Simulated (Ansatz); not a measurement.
## Electronic structure of BFGeH3NO in real space

```xyz
8

N     0.7091    1.2271    1.2872
Ge    1.0374    0.7973   -0.4285
F     1.1803   -0.9467   -0.0906
B    -1.2358   -1.6259   -0.7707
O    -1.4883   -0.4780   -0.9509
H     0.5812    0.5472    2.0137
H     0.5298    2.1628    1.5954
H    -1.0569   -2.7741   -0.6123
```

At this geometry the atoms fall into two loosely joined parts.

Computed with RHF/def2-SVP (Ansatz).

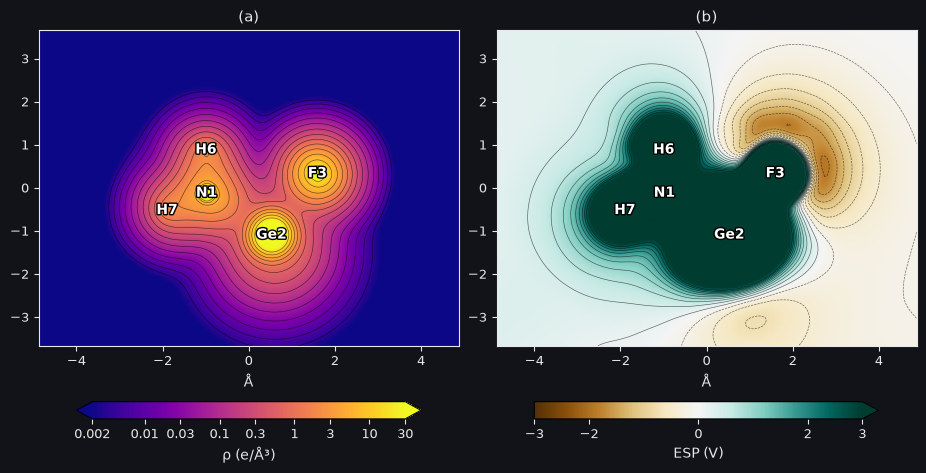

Figure 1. (a) electron density; (b) electrostatic potential on the plane of atoms H6, N1 and H7.

Q: Interpret the plot.

A:
- The plane passes through N, Ge, F and H nuclei.
- Ge–F (1.78 Å): ρ is about 0.8 e/Å³ halfway.
- Ge–N (1.80 Å): ρ is about 1 e/Å³ halfway.
- N–H (1.00 Å): ρ is about 2.8 e/Å³ halfway.
- Outside the dense part of the molecule the potential is most negative (−1.9 V) near F3.

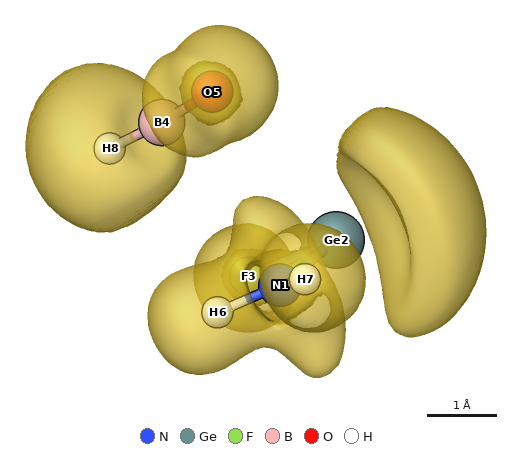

Figure 2. Isosurface of the ELF at 0.75 (yellow), seen at an oblique angle. Core shells and regions of very low density are left out.

Q: Where are the electrons localised?

A: At this value the surface marks out one region around a hydrogen nucleus, one region on O in which the atom's valence shell and bonds are merged, one lobe on Ge, pointing away from the bonds (lone pairs), one region wrapped around F (its valence shell) and one joined region spread over several atoms (H, N), in which their bonds and any lone pairs are merged. Profiles from the grid: B–O (1.19 Å): the ELF peaks at about 0.90 between the atoms (a shared but strongly polarised pair). Ge–F (1.78 Å): the ELF peaks at about 0.85 in the valence shell of F, 0.6 Å from its nucleus, and is about 0.20 at the midpoint.

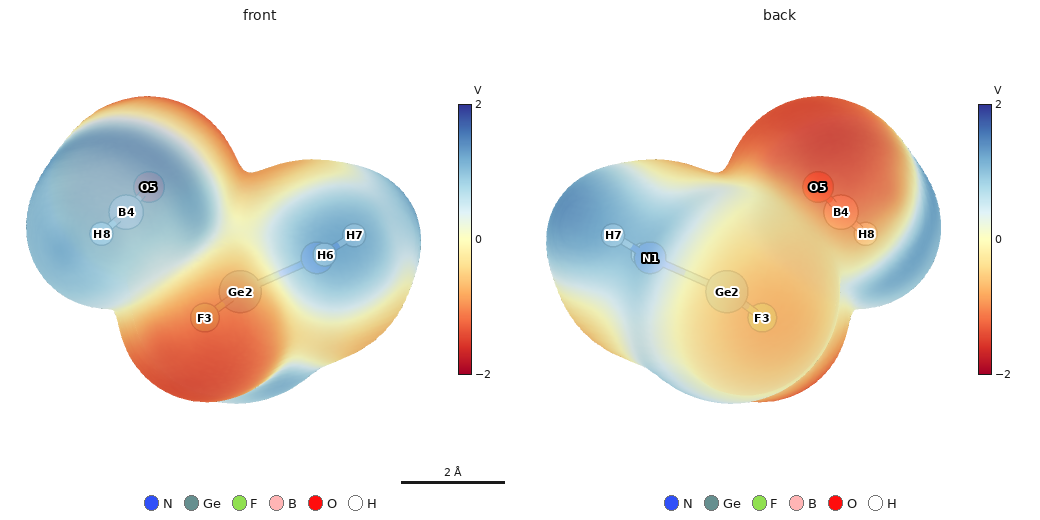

Figure 3. The electrostatic potential painted on the density surface at 0.001 e/bohr³, seen from the front and from behind; red is negative and blue positive.

Q: Which sites attract a positive test charge, and which a negative one?

A: A positive charge is drawn to the negative regions and a negative charge to the positive ones. The most negative region (about −1.5 V) lies over F3 and O5, the most positive (about +1.3 V) over H7.
